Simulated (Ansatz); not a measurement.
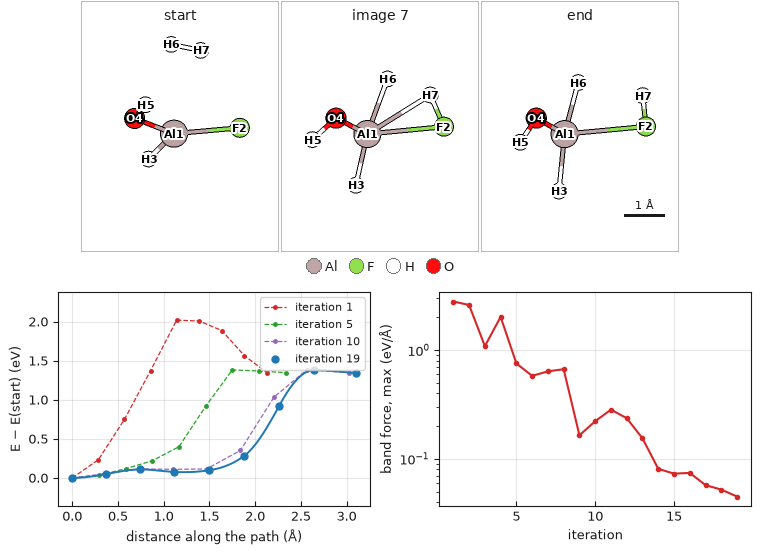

A search for the minimum-energy path of AlH₄OF, made up at the start of AlH2OF and H2 by the nudged elastic band. Images are numbered from 0 (start) to 8 (end). The plot follows the band through its iterations. Style: ball-and-stick. Shown from a free direction.

Method: RKS B3LYP/def2-SVP (Ansatz 0.2.0). Run with 7 movable images; climbing image; force threshold 0.05 eV/Å; iteration limit 60; starting path through a guess of the saddle point.

> How did the profile develop, and is the result final?

The run is converged, with reservations. The band converged in 19 iterations. The largest component of the band force went from 2.8 to 0.045 eV/Å. The climbing image converged on the top of the path. Its vibrational analysis gives one imaginary mode (496i cm⁻¹), as a transition state must have. The first iteration put the highest image at 2.02 eV. Forward barrier 1.38 eV, backward barrier 0.03 eV, with image 7 at the top; the reaction energy is +1.35 eV.

Limits of the set-up: the start holds two separate molecules, 2.4 Å apart at their closest, whose relative position is a soft coordinate and is computed without a dispersion correction.
